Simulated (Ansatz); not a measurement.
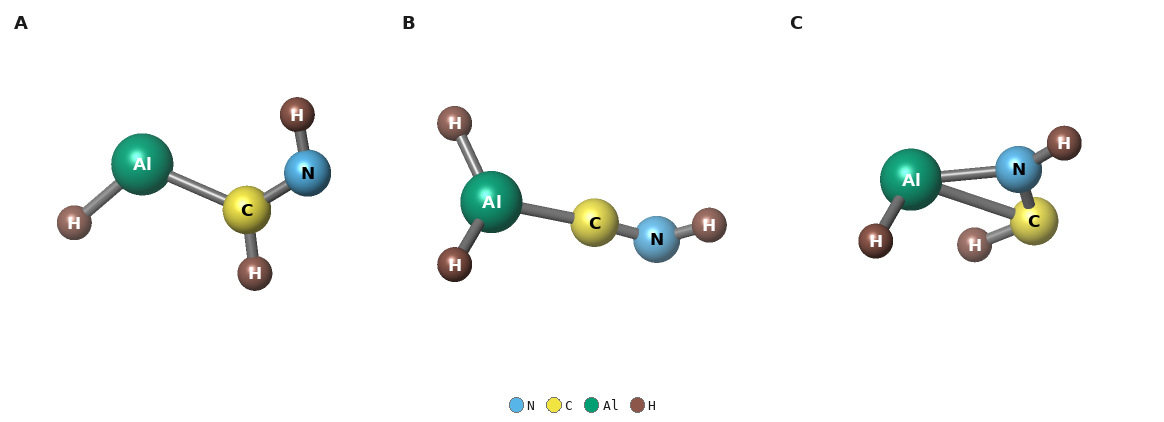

3 stationary structures of one formula. The species is neutral and a spin doublet. Geometries: PBE0-D4/def2-TZVP. Electronic energies: B3LYP-D4/def2-TZVPP (Ansatz 0.2.0), without zero-point energy. No frequency run is at hand to confirm each as a minimum.

Which structure is the most stable?

B is lowest (Cs); A lies 10.0 kcal/mol above it (Cs), C lies 23.4 kcal/mol above it (C1).
